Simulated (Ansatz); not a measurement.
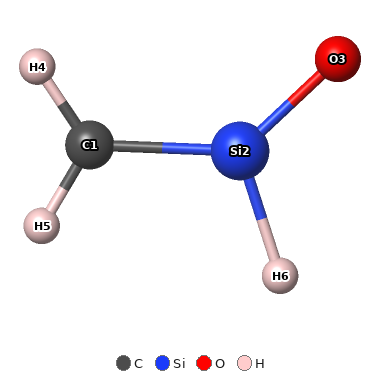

The system is CH3OSi, SMILES C=[SiH][O-], charge −1; the picture shows the reference structure. 
- The first coordinate is: angle H4–C1–Si2; the second: dihedral H4–C1–Si2–O3.
- Nothing is relaxed (all other coordinates rigid).
- Grid: 11 × 10 points; 66 points were computed and 44 follow by symmetry.
- All energies are given in kJ/mol relative to the lowest grid point.
- Energies and slopes of some neighbouring points disagree (a jump in structure or state, or too coarse a mesh).
- Method: RKS PBE0-D4/def2-TZVPD in Ansatz.

Its coordinates:

```xyz
6

C    -0.4903    0.3751   -0.7105
Si    0.3796   -0.4226    0.5532
O     0.6227   -1.9062    0.9361
H    -1.0514   -0.1135   -1.5020
H    -0.4884    1.4632   -0.7334
H     1.0279    0.6041    1.4567
```

Range: angle H4–C1–Si2 from 80.8 to 170.8°; dihedral H4–C1–Si2–O3 from −180 to 144°.

What will the energy surface look like?

Answer. The lowest grid point is at angle H4–C1–Si2 = 125.8°, dihedral H4–C1–Si2–O3 = 0°. Other grid points that lie below all their neighbours: angle H4–C1–Si2 = 125.8°, dihedral H4–C1–Si2–O3 = −180° (2.4 kJ/mol higher). The highest grid point, angle H4–C1–Si2 = 170.8°, dihedral H4–C1–Si2–O3 = −108°, lies 207 kJ/mol above the lowest.

| dihedral H4–C1–Si2–O3 ↓, angle H4–C1–Si2 → | 80.8 | 89.8 | 98.8 | 107.8 | 116.8 | 125.8 | 134.8 | 143.8 | 152.8 | 161.8 | 170.8 |
| --- | --- | --- | --- | --- | --- | --- | --- | --- | --- | --- | --- |
| 144 | 138 | 97 | 67 | 45 | 33 | 30 | 37 | 54 | 80 | 115 | 159 |
| 108 | 198 | 159 | 129 | 107 | 94 | 91 | 96 | 110 | 134 | 166 | 207 |
| 72 | 206 | 165 | 133 | 109 | 95 | 89 | 94 | 107 | 130 | 163 | 204 |
| 36 | 152 | 108 | 74 | 49 | 34 | 28 | 33 | 48 | 73 | 108 | 153 |
| 0 | 124 | 80 | 45 | 20 | 5 | 0 | 5 | 21 | 47 | 83 | 130 |
| −36 | 152 | 108 | 74 | 49 | 34 | 28 | 33 | 48 | 73 | 108 | 153 |
| −72 | 206 | 165 | 133 | 109 | 95 | 89 | 94 | 107 | 130 | 163 | 204 |
| −108 | 198 | 159 | 129 | 107 | 94 | 91 | 96 | 110 | 134 | 166 | 207 |
| −144 | 138 | 97 | 67 | 45 | 33 | 30 | 37 | 54 | 80 | 115 | 159 |
| −180 | 109 | 68 | 37 | 16 | 4 | 2 | 10 | 27 | 54 | 91 | 136 |

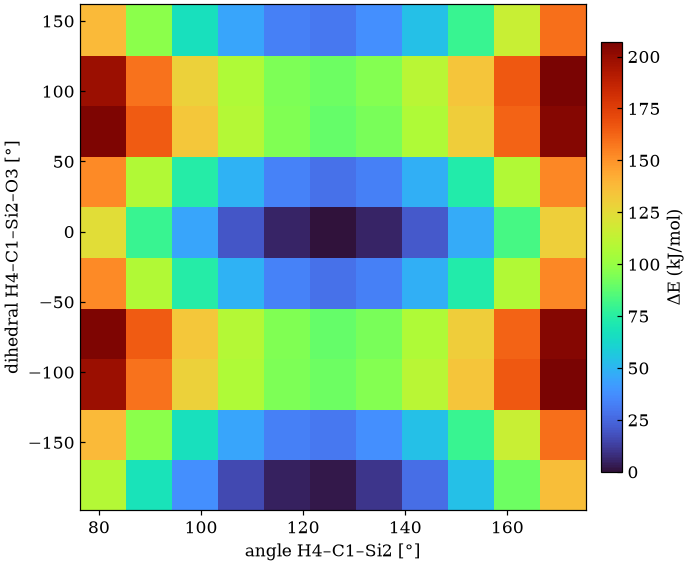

In the figure: one coloured cell a grid point.

Each point was launched as `ansatz run input.yaml --threads 1 --pin off --max-ram 2560MiB --backend cpu --events-out ev --progress --plain --runs-dir out`. Time for the 66 points that were run: 4.9 min on 1 thread of Arm Neoverse V2, with other jobs on the host.
